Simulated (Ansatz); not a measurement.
```
Sn Pb S
1.0
     8.33237    0.00000    0.00000
     0.00000   11.78218    0.00000
     0.00000    0.00000    4.16556
Sn Pb S
6 2 8
Direct
  0.25000 0.25000 0.00000
  0.75000 0.75000 0.00000
  0.00000 0.00000 0.50000
  0.50000 0.50000 0.50000
  0.25000 0.75000 0.00000
  0.75000 0.25000 0.00000
  0.00000 0.50000 0.50000
  0.50000 0.00000 0.50000
  0.25559 0.50000 0.00000
  0.75559 0.00000 0.00000
  0.00000 0.24726 0.50000
  0.50000 0.74726 0.50000
  0.00000 0.75274 0.50000
  0.50000 0.25274 0.50000
  0.24441 0.00000 0.00000
  0.74441 0.50000 0.00000
```

Space group Cmmm; a structure generated by program, which may or may not match a known phase.

All numbers below come from DFT PBE, scalar-relativistic, plane waves, PAW (Ansatz).

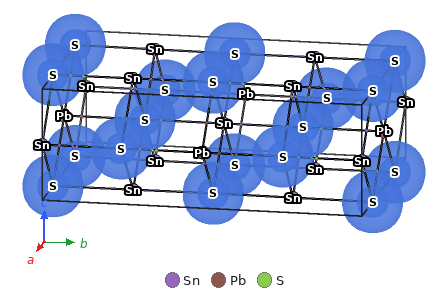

Sn$_{3}$PbS$_{4}$. Isosurface of the electron localisation function at 0.75 (blue), seen slightly off an axis. Core shells and regions of very low density are left out. Sticks mark near contacts.

Where are the electrons localised?

The surface consists of eight regions wrapped around S (the valence shell of each), counted in one cell of 16 atoms. Regions shared between cells count once. Along the contacts the grid gives the following. Sn–S (2.91 Å): the ELF peaks at about 0.85 in the valence shell of S, 0.8 Å from its nucleus, and drops to about 0.30 between the two atoms. Pb–S (2.98 Å): the ELF peaks at about 0.85 in the valence shell of S, 0.8 Å from its nucleus, and drops to about 0.20 between the two atoms.
